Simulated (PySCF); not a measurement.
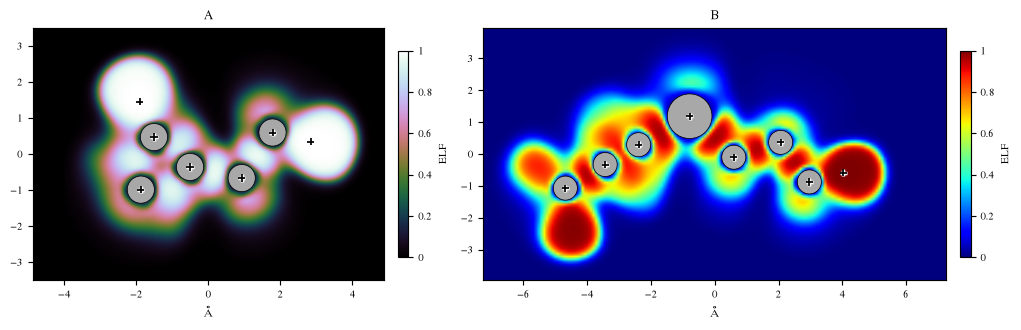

The electron localisation function of 2 systems, each on a plane through atoms (crosses mark nuclei in the plane; grey discs cover the cores).

The calculation used PBE0/pcSseg-1, SCF density, gas phase, non-relativistic in PySCF 2.14.0.

System 1: C₈H₁₆Si, the plane of atoms C3, Si4 and C5. Geometry: PBE0-D3(BJ)/def2-SVP.

```xyz
25

C     5.0982    0.7068   -0.0611
C     3.7681    0.1276   -0.0962
C     2.6507   -0.3598   -0.1275
Si    0.9541   -1.0482   -0.1641
C    -0.2522    0.3562    0.2120
C    -1.7664    0.0698    0.2414
C    -2.2394   -0.4452   -1.1202
C    -2.4995    1.3758    0.5624
C    -2.0956   -0.9634    1.3218
H     5.8214    0.0101    0.3915
H     5.1095    1.6362    0.5296
H     5.4512    0.9479   -1.0761
H     0.7148   -1.6435   -1.5148
H     0.8679   -2.1493    0.8435
H    -0.0388    1.1436   -0.5335
H     0.0646    0.7788    1.1826
H    -3.3325   -0.5810   -1.1284
H    -1.9821    0.2627   -1.9244
H    -1.7827   -1.4154   -1.3712
H    -2.1795    1.7800    1.5360
H    -3.5896    1.2191    0.6035
H    -2.2970    2.1423   -0.2028
H    -1.6182   -1.9346    1.1178
H    -1.7536   -0.6250    2.3132
H    -3.1823   -1.1340    1.3807
```

System 2: C₅H₈ (SMILES CCC1=CC1), the plane of atoms C2, C1 and H7. Geometry: GFN2-xTB.

```csv
atom,x (Å),y (Å),z (Å)
C,-1.7532,-0.4096,0.4404
C,-0.7380,0.6584,0.0436
C,0.5585,0.0748,-0.3208
C,1.3578,-0.9334,-0.4992
C,1.9469,0.4211,-0.7779
H,-1.9170,-1.1001,-0.3833
H,-2.7035,0.0481,0.7049
H,-1.3897,-0.9752,1.2947
H,-1.1131,1.2392,-0.8057
H,-0.5871,1.3599,0.8711
H,1.5663,-1.9739,-0.4907
H,2.6531,0.8561,-0.0769
H,2.1147,0.7351,-1.8039
```

Question: Match each panel to its system.

Answer: Panel A is system 2, C₅H₈: the plane holds C and H. C–C (1.30 Å): the ELF peaks at about 0.85 between the atoms (a multiple bond). Panel B is system 1, C₈H₁₆Si: the plane holds C, Si and H. C–C (1.22 Å): the ELF peaks at about 0.85 between the atoms; a short, multiple covalent bond.
